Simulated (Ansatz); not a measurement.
## Run report: CH6BFOSi, geometry relaxation (part 1 of 2)

- system: CH6BFOSi
- method: RKS r2SCANh-D4/def2-SVP (Ansatz 0.2.0)

It belongs to a series of runs on one base structure; here: end point B relaxed. Figures and captions count atoms from 1; the log counts them from 0 in places.

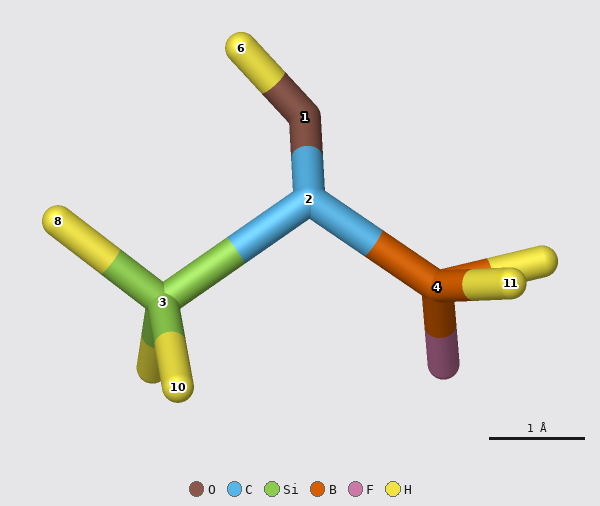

**Figure 1.** The input geometry (stick view, seen at a tilt; atoms are numbered from 1 in the order of the input). Bond lengths as drawn: B–C 1.66 Å, B–F 1.43 Å, B–H 1.14 to 1.17 Å, C–O 1.36 Å, C–Si 1.90 Å, H–O 1.02 Å and H–Si 1.41 to 1.46 Å.

The input
```yaml
crystal:
  periodic: [false, false, false]
  atoms:
    - { symbol: O, position_ang: [0.0982, 1.3158, 1.0206] }
    - { symbol: C, position_ang: [0.2161, 0.0436, 0.5551] }
    - { symbol: Si, position_ang: [-1.2138, -0.4212, -0.6107] }
    - { symbol: B, position_ang: [1.6746, -0.051, -0.2256] }
    - { symbol: F, position_ang: [1.8675, 0.7798, -1.3794] }
    - { symbol: H, position_ang: [-0.6618, 1.3488, 1.6997] }
    - { symbol: H, position_ang: [2.75785, 0.27726, 0.07058] }
    - { symbol: H, position_ang: [-2.4186, -0.3211, 0.1218] }
    - { symbol: H, position_ang: [-1.2051, 0.5169, -1.6996] }
    - { symbol: H, position_ang: [-0.9818, -1.7972, -1.0542] }
    - { symbol: H, position_ang: [2.4224, -0.8108, 0.1754] }
basis:
  gaussian: { orbitals: def2-SVP }
hamiltonian:
  xc: r2scanh
  dispersion: d4
relax:
  f_tol: 0.02
  max_steps: 50
```

Command:
```bash
ansatz run input.yaml --threads 2 --pin off --max-ram 3072MiB --backend cpu --events-out ev --progress --plain --runs-dir out
```

The program's output
```
The last accepted step is kept in [file] (removed where the run ends without a failure and the disk answers)
Engine: ansatz 0.2.0, x86_64-unknown-linux-gnu
Functional definition: r2SCANh
  parameter a = 0.1
  parameter k0 = 0.174
  parameter k1 = 0.065
  parameter a1 = 4.9479
  exchange = (1 - a)*r2scan_x(k0 = k0, k1 = k1, a1 = a1) + a*exact_x
  correlation = r2scan_c
1109 factors; integrals over basis functions are off by at most 5.2e-4 eV
mean field evaluation 1: about -14430.3982 eV, gradient 4.1e1 eV
mean field evaluation 2: about -14414.6020 eV, gradient 8.4e1 eV
mean field evaluation 4: about -14427.3279 eV, gradient 4.0e1 eV
mean field evaluation 8: about -14435.0707 eV, gradient 4.1e0 eV
mean field evaluation 16: about -14435.1560 eV, gradient 2.3e-3 eV
mean field -14435.15598851 eV, -530.4821980776 hartree, gradient 4.6e-5 eV, S^2 0.000000; 1 other end points of the search recorded, 0 dependent functions left out
the calculation of the forces begins
reference -14435.15599822 eV, -530.4821984343 hartree; 24, 24 occupied and 80, 80 virtual orbitals, 1109 factors
relax step   1: F+E_penalty+E_count = -14435.21112310 eV  Δ(F+E_penalty+E_count) = +0.000e0 eV  max|allowed force component| = 4.235e0 eV/Å  Δτ_max = 0.0000 Å  (72 SCF iters, accepted)
these checks for a lower state are left out or cut short: starts, cluster_reference, orbital_swaps, neighbouring_geometries, increment
1109 factors; integrals over basis functions are off by at most 5.8e-4 eV
mean field evaluation 32: about -14437.1682 eV, gradient 1.3e0 eV
mean field -14437.20209391 eV, -530.5573910641 hartree, gradient 1.2e-5 eV, S^2 0.000000; 1 other end points of the search recorded, 0 dependent functions left out
[... from here on the field's lines of each further geometry are left out, up to the last ...]
relax step   2: F+E_penalty+E_count = -14437.25694444 eV  Δ(F+E_penalty+E_count) = -2.046e0 eV  max|allowed force component| = 3.192e0 eV/Å  Δτ_max = 0.1948 Å  (64 SCF iters, accepted)
relax step   3: F+E_penalty+E_count = -14438.52387140 eV  Δ(F+E_penalty+E_count) = -1.267e0 eV  max|allowed force component| = 3.156e0 eV/Å  Δτ_max = 0.1950 Å  (36 SCF iters, accepted)
relax step   4: F+E_penalty+E_count = -14439.21704058 eV  Δ(F+E_penalty+E_count) = -6.932e-1 eV  max|allowed force component| = 2.992e0 eV/Å  Δτ_max = 0.2000 Å  (32 SCF iters, accepted)
relax step   5: F+E_penalty+E_count = -14439.67343741 eV  Δ(F+E_penalty+E_count) = -4.564e-1 eV  max|allowed force component| = 1.591e0 eV/Å  Δτ_max = 0.2000 Å  (32 SCF iters, accepted)
relax step   6: F+E_penalty+E_count = -14439.93223201 eV  Δ(F+E_penalty+E_count) = -2.588e-1 eV  max|allowed force component| = 4.274e-1 eV/Å  Δτ_max = 0.1984 Å  (34 SCF iters, accepted)
relax step   7: F+E_penalty+E_count = -14440.05507049 eV  Δ(F+E_penalty+E_count) = -1.228e-1 eV  max|allowed force component| = 6.330e-1 eV/Å  Δτ_max = 0.1955 Å  (29 SCF iters, accepted)
relax step   8: F+E_penalty+E_count = -14440.17861363 eV  Δ(F+E_penalty+E_count) = -1.235e-1 eV  max|allowed force component| = 8.425e-1 eV/Å  Δτ_max = 0.1934 Å  (30 SCF iters, accepted)
relax step   9: F+E_penalty+E_count = -14440.38058097 eV  Δ(F+E_penalty+E_count) = -2.020e-1 eV  max|allowed force component| = 1.349e0 eV/Å  Δτ_max = 0.1957 Å  (29 SCF iters, accepted)
relax step  10: F+E_penalty+E_count = -14440.65558488 eV  Δ(F+E_penalty+E_count) = -2.750e-1 eV  max|allowed force component| = 1.921e0 eV/Å  Δτ_max = 0.1935 Å  (28 SCF iters, accepted)
relax step  11: F+E_penalty+E_count = -14440.89072293 eV  Δ(F+E_penalty+E_count) = -2.351e-1 eV  max|allowed force component| = 2.385e0 eV/Å  Δτ_max = 0.1952 Å  (31 SCF iters, accepted)
relax step  12: F+E_penalty+E_count = -14441.14320942 eV  Δ(F+E_penalty+E_count) = -2.525e-1 eV  max|allowed force component| = 9.768e-1 eV/Å  Δτ_max = 0.1963 Å  (28 SCF iters, accepted)
relax step  13: F+E_penalty+E_count = -14441.26494418 eV  Δ(F+E_penalty+E_count) = -1.217e-1 eV  max|allowed force component| = 8.139e-1 eV/Å  Δτ_max = 0.1908 Å  (28 SCF iters, accepted)
relax step  14: F+E_penalty+E_count = -14441.26815225 eV  Δ(F+E_penalty+E_count) = -3.208e-3 eV  max|allowed force component| = 1.242e0 eV/Å  Δτ_max = 0.1912 Å  (29 SCF iters, accepted)
relax step  15: F+E_penalty+E_count = -14441.36520865 eV  Δ(F+E_penalty+E_count) = -9.706e-2 eV  max|allowed force component| = 9.262e-1 eV/Å  Δτ_max = 0.2000 Å  (27 SCF iters, accepted)
relax step  16: F+E_penalty+E_count = -14441.41159417 eV  Δ(F+E_penalty+E_count) = -4.639e-2 eV  max|allowed force component| = 7.215e-1 eV/Å  Δτ_max = 0.1157 Å  (27 SCF iters, accepted)
relax step  17: F+E_penalty+E_count = -14441.42042351 eV  Δ(F+E_penalty+E_count) = -8.829e-3 eV  max|allowed force component| = 7.105e-1 eV/Å  Δτ_max = 0.1987 Å  (27 SCF iters, accepted)
relax step  18: F+E_penalty+E_count = -14441.44770322 eV  Δ(F+E_penalty+E_count) = -2.728e-2 eV  max|allowed force component| = 2.168e-1 eV/Å  Δτ_max = 0.0592 Å  (28 SCF iters, accepted)
relax step  19: F+E_penalty+E_count = -14441.45821918 eV  Δ(F+E_penalty+E_count) = -1.052e-2 eV  max|allowed force component| = 2.452e-1 eV/Å  Δτ_max = 0.0899 Å  (27 SCF iters, accepted)
relax step  20: F+E_penalty+E_count = -14441.46279216 eV  Δ(F+E_penalty+E_count) = -4.573e-3 eV  max|allowed force component| = 2.652e-1 eV/Å  Δτ_max = 0.2000 Å  (27 SCF iters, accepted)
relax step  21: F+E_penalty+E_count = -14441.47193852 eV  Δ(F+E_penalty+E_count) = -9.146e-3 eV  max|allowed force component| = 3.597e-1 eV/Å  Δτ_max = 0.0501 Å  (28 SCF iters, accepted)
relax step  22: F+E_penalty+E_count = -14441.47635687 eV  Δ(F+E_penalty+E_count) = -4.418e-3 eV  max|allowed force component| = 3.316e-1 eV/Å  Δτ_max = 0.1384 Å  (27 SCF iters, accepted)
relax step  23: F+E_penalty+E_count = -14441.47725580 eV  Δ(F+E_penalty+E_count) = -8.989e-4 eV  max|allowed force component| = 2.500e-1 eV/Å  Δτ_max = 0.0618 Å  (27 SCF iters, accepted)
relax step  24: F+E_penalty+E_count = -14441.47985550 eV  Δ(F+E_penalty+E_count) = -2.600e-3 eV  max|allowed force component| = 1.106e-1 eV/Å  Δτ_max = 0.1132 Å  (28 SCF iters, accepted)
relax step  25: F+E_penalty+E_count = -14441.48176140 eV  Δ(F+E_penalty+E_count) = -1.906e-3 eV  max|allowed force component| = 2.685e-2 eV/Å  Δτ_max = 0.0395 Å  (28 SCF iters, accepted)
relax step  26: F+E_penalty+E_count = -14441.48196955 eV  Δ(F+E_penalty+E_count) = -2.081e-4 eV  max|allowed force component| = 4.813e-2 eV/Å  Δτ_max = 0.0191 Å  (30 SCF iters, accepted)
the calculation of the forces begins
reference -14441.42764082 eV, -530.7126770489 hartree; 24, 24 occupied and 80, 80 virtual orbitals, 1106 factors
relax step  27: F+E_penalty+E_count = -14441.48209867 eV  Δ(F+E_penalty+E_count) = -1.291e-4 eV  max|allowed force component| = 3.765e-3 eV/Å  Δτ_max = 0.0038 Å  (22 SCF iters, accepted)
1106 factors; integrals over basis functions are off by at most 1.3e-3 eV
mean field evaluation 224: about -14441.2940 eV, gradient 7.3e0 eV
```

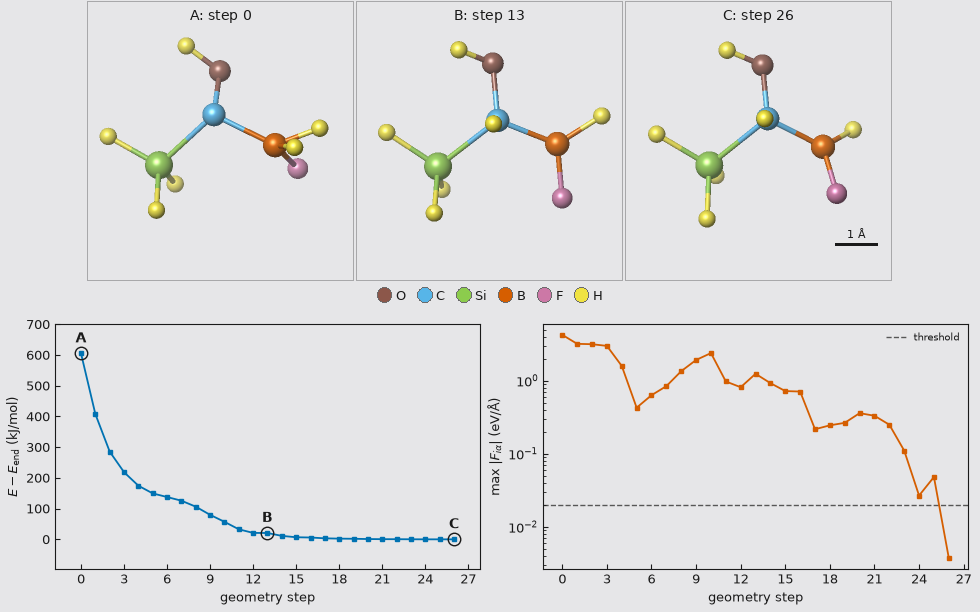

**Figure 2.** Frames of the relaxation (ball-and-stick view, seen at a tilt) above the curves, on which the letters mark them (the first geometry is step 0 here and step 1 in the log).

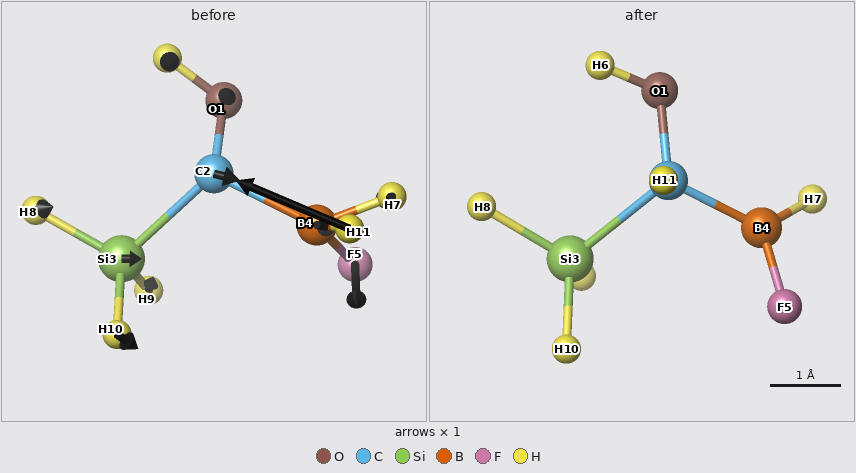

**Figure 3.** Before (left) and after (right) the relaxation, at one scale (ball-and-stick view, seen at a tilt). The black arrows give the displacements, at true length. The largest move after the best rigid fit is that of H11, 1.78 Å. Largest moves by element: H 1.78 Å, F 1.46 Å, B 0.54 Å, C 0.39 Å, O 0.36 Å, Si 0.30 Å. Among the contacts that change: C2–H11 2.396 → 1.111 Å, B4–H11 1.139 → 2.177 Å, B4–F5 1.435 → 1.329 Å, C2–B4 1.657 → 1.555 Å. New bonds form: C2–H11 (2.40 → 1.11 Å). Bonds break: B4–H11 (1.14 → 2.18 Å). Among the angles that change: F5–B4–H7 85.2° → 118.1°, C2–B4–H7 132.8° → 124.0°, C2–Si3–H10 107.2° → 112.0°. After 26 geometry steps the energy has fallen by 605.1 kJ/mol. The largest force component goes from 4.2 to 0.0038 eV/Å. (Atoms are counted from 1 in the order of the input.)

```
mean field -14441.42763118 eV, -530.7126766948 hartree, gradient 2.3e-5 eV, S^2 0.000000; 1 other end points of the search recorded, 0 dependent functions left out
the calculation of the forces begins
reference -14441.42764082 eV, -530.7126770489 hartree; 24, 24 occupied and 80, 80 virtual orbitals, 1106 factors
Total energy: -14441.48210831 eV, -530.7146786922 hartree
Atom 0 at     0.318742     1.041144     1.365475 Å, force    -0.003368     0.001757    -0.000394 eV/Å
Atom 1 at     0.584070     0.000842     0.435957 Å, force    -0.000993    -0.000870     0.001833 eV/Å
Atom 2 at    -0.938637    -0.253618    -0.698912 Å, force    -0.000195     0.001628     0.002616 eV/Å
Atom 3 at     1.784490     0.351099    -0.487703 Å, force     0.001183     0.003407    -0.002089 eV/Å
Atom 4 at     2.259804    -0.605629    -1.278764 Å, force     0.002109    -0.003120    -0.003411 eV/Å
Atom 5 at    -0.452127     0.795650     1.887724 Å, force     0.000647     0.000361    -0.003643 eV/Å
Atom 6 at     2.278984     1.448601    -0.563734 Å, force    -0.002289    -0.000685     0.002540 eV/Å
Atom 7 at    -2.122278    -0.388669     0.202320 Å, force     0.001212     0.000255     0.000146 eV/Å
Atom 8 at    -1.138586     0.943267    -1.562879 Å, force     0.000349     0.000621     0.000433 eV/Å
Atom 9 at    -0.808033    -1.473168    -1.544661 Å, force     0.000284     0.000412     0.000413 eV/Å
Atom 10 at     0.789121    -0.978659     0.918856 Å, force     0.001062    -0.003765     0.001554 eV/Å
Dipole moment:    -0.276021    -0.192798     0.200746 e Å
```

Trajectory as extended XYZ (Å, eV, eV/Å), 27 frames, from step=1 to step=27
```
11
Properties=species:S:1:pos:R:3:forces:R:3 step=1 energy=-14435.21112
O     0.0982    1.3158    1.0206   -1.2115  -0.7782   3.4074
C     0.2161    0.0436    0.5551    2.1117   1.2068  -4.0177
Si   -1.2138   -0.4212   -0.6107    1.3671  -0.7260   0.8858
B     1.6746   -0.0510   -0.2256   -4.2353   3.1175  -0.7584
F     1.8675    0.7798   -1.3794   -1.3244  -2.1013  -0.7144
H    -0.6618    1.3488    1.6997    1.1913   0.2367  -1.3526
H     2.7578    0.2773    0.0706    2.4886   1.5677   2.5805
H    -2.4186   -0.3211    0.1218   -1.6067   0.1165   0.7308
H    -1.2051    0.5169   -1.6996   -0.0789   0.6744  -0.8582
H    -0.9818   -1.7972   -1.0542    0.0024  -0.4159  -0.2781
H     2.4224   -0.8108    0.1754    1.2959  -2.8981   0.3750
11
Properties=species:S:1:pos:R:3:forces:R:3 step=2 energy=-14437.25694
O     0.1471    1.3047    1.1650   -1.1033  -2.6447   0.9924
C     0.2558    0.1277    0.4311    1.3514   3.1917  -0.6006
Si   -1.2215   -0.4245   -0.6069    0.5810  -0.3003   0.0287
B     1.7004    0.0395   -0.1947    0.1096   1.4470  -1.4921
F     1.8262    0.6343   -1.5022   -1.0000  -1.8094   0.3167
H    -0.7008    1.3120    1.6944    0.8701   0.1008  -0.7007
H     2.8114    0.3741    0.2005    0.3849   1.3475   1.5592
H    -2.4669   -0.3206    0.1378   -0.6045   0.0648   0.4264
H    -1.2230    0.5253   -1.7249   -0.1579   0.2382  -0.3832
H    -0.9850   -1.8085   -1.0681   -0.0218  -0.1124  -0.0576
H     2.4118   -0.8833    0.1416   -0.4094  -1.5232  -0.0892
11
Properties=species:S:1:pos:R:3:forces:R:3 step=3 energy=-14438.52387
O     0.1729    1.2548    1.2940   -0.5631  -2.9573  -1.2102
C     0.3147    0.2448    0.3300    0.0909   3.1562   2.2209
Si   -1.1969   -0.4138   -0.6107    0.0773   0.0393  -0.3715
B     1.7562    0.1058   -0.1979    2.1551   0.1658  -1.5685
F     1.7813    0.4821   -1.5981   -0.4747  -1.0729   0.9016
H    -0.7345    1.2669    1.6830    0.5846  -0.0442  -0.3809
H     2.8204    0.5235    0.3256   -0.7586   0.8618   0.3722
H    -2.4642   -0.3144    0.1626    0.0700   0.0708   0.2189
H    -1.2440    0.5323   -1.7535   -0.1617  -0.0062  -0.1297
H    -0.9779   -1.8095   -1.0653    0.0713   0.0433   0.0562
H     2.3275   -0.9915    0.1040   -1.0911  -0.2567  -0.1090
11
Properties=species:S:1:pos:R:3:forces:R:3 step=4 energy=-14439.21704
O     0.1975    1.1579    1.3932   -0.5540  -2.3272  -2.2456
C     0.3638    0.3131    0.2980   -0.0727   2.3311   2.9921
Si   -1.1613   -0.3785   -0.6294    0.0215   0.1129  -0.3755
B     1.8211    0.1323   -0.2139    1.2869  -0.2289  -1.1442
F     1.7564    0.3302   -1.6537   -0.0088  -0.5014   1.0929
H    -0.7520    1.2106    1.6571    0.6987  -0.1400  -0.1372
H     2.7808    0.7157    0.3640   -0.8380   0.1479  -0.3235
H    -2.4124   -0.2900    0.1922    0.2331   0.0905   0.1187
H    -1.2696    0.5448   -1.7902   -0.1195  -0.0416  -0.0413
H    -0.9463   -1.7852   -1.0574    0.1148   0.0973   0.0606
H     2.1777   -1.0701    0.1137   -0.7622   0.4594   0.0031
11
Properties=species:S:1:pos:R:3:forces:R:3 step=5 energy=-14439.67344
O     0.1758    1.0764    1.4102    0.0433  -1.4648  -1.3290
C     0.3703    0.3302    0.3082    0.1445   1.5915   1.4148
Si   -1.1062   -0.3259   -0.6915   -0.0484  -0.0475   0.0534
B     1.8049    0.1247   -0.2508    0.6893   0.2405   0.0081
F     1.7633    0.1915   -1.6603   -0.1206  -0.4094   0.1750
H    -0.7617    1.0904    1.6835    0.1848  -0.1256  -0.0704
H     2.6811    0.8241    0.2854   -0.2781  -0.1017  -0.1865
H    -2.2438   -0.2161    0.2703   -0.1740   0.0072  -0.0814
H    -1.2883    0.5921   -1.8528   -0.0526  -0.1469   0.0714
H    -0.8620   -1.7518   -1.0367   -0.0238   0.1521  -0.1077
H     2.0221   -1.0548    0.2081   -0.3644   0.3047   0.0523
11
Properties=species:S:1:pos:R:3:forces:R:3 step=6 energy=-14439.93223
O     0.1894    0.9740    1.4502    0.1383  -0.1276  -0.2847
C     0.3943    0.4075    0.2870    0.2608   0.0143   0.4274
Si   -1.0872   -0.2863   -0.6942   -0.0735  -0.0260  -0.1470
B     1.8251    0.1654   -0.2715   -0.0065   0.3080  -0.1238
F     1.7831    0.0331   -1.6705    0.0085  -0.2317   0.2137
H    -0.7467    0.9683    1.7081   -0.0085  -0.1643   0.0479
H     2.6980    0.8874    0.1967    0.0249  -0.0831  -0.1006
H    -2.2409   -0.1940    0.2566   -0.0445   0.0090  -0.0187
H    -1.3251    0.5941   -1.8676   -0.0207  -0.0439   0.0041
H    -0.8376   -1.7032   -1.0606    0.0021   0.0778  -0.0401
H     1.9031   -0.9655    0.3394   -0.2809   0.2674   0.0218
11
Properties=species:S:1:pos:R:3:forces:R:3 step=7 energy=-14440.05507
O     0.2032    0.9408    1.4669   -0.2150   0.3630   0.6330
C     0.4100    0.4303    0.2924    0.3980  -0.4204  -0.5634
Si   -1.0731   -0.2655   -0.7062    0.0170  -0.1292  -0.0266
B     1.8278    0.2237   -0.2931   -0.1784   0.1207  -0.3425
F     1.7853   -0.0961   -1.6619    0.0327   0.0476   0.4523
H    -0.7214    0.8529    1.7607    0.2054  -0.1134  -0.0423
H     2.7469    0.9119    0.1188    0.0053  -0.1071  -0.0804
H    -2.2386   -0.1843    0.2354    0.0180   0.0030  -0.0053
H    -1.3367    0.5956   -1.8853    0.0413   0.0442   0.0009
H    -0.8235   -1.6746   -1.0909   -0.0131  -0.0010  -0.0274
H     1.7756   -0.8538    0.4369   -0.3111   0.1925   0.0017
```
